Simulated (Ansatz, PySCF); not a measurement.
Breaking the Cd1–H2 bond in CdFH (SMILES [F][CdH]) (multiplicity 1 held, fragments rigid). Energies count from the point at 1.635 Å.
Geometry at that point (charge 0, multiplicity 1):
```xyz
3

Cd     0.000     0.000    -0.275
H      0.000     0.000    -1.910
F      0.000     0.000     1.678
```

Unrestricted levels (U-) break spin symmetry where that is lower. Active spaces are followed from a long bond inwards. Curves can end on different states.

Cores are frozen in the correlated methods. Rows in LANL2DZ carry no dispersion term and start afresh at each structure. LANL2DZ brings its own core potentials from Na on.

The values were computed with Ansatz (Gaussian basis) for Hartree–Fock, density functionals and correlated methods; PySCF for LANL2DZ rows.  In def2 rows elements past Kr take small-core potentials, without spin–orbit coupling.

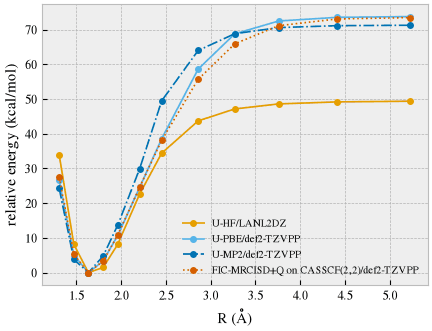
Figure. Relative energy along the coordinate

Read off the U-MP2/def2-TZVPP curve at R = 2.207.

about 30 kcal/mol

Doubts at one or more of the structures used: a spin-contaminated determinant (U-HF/LANL2DZ, U-PBE/def2-TZVPP, U-MP2/def2-TZVPP).

Ansatz is an electronic-structure program.
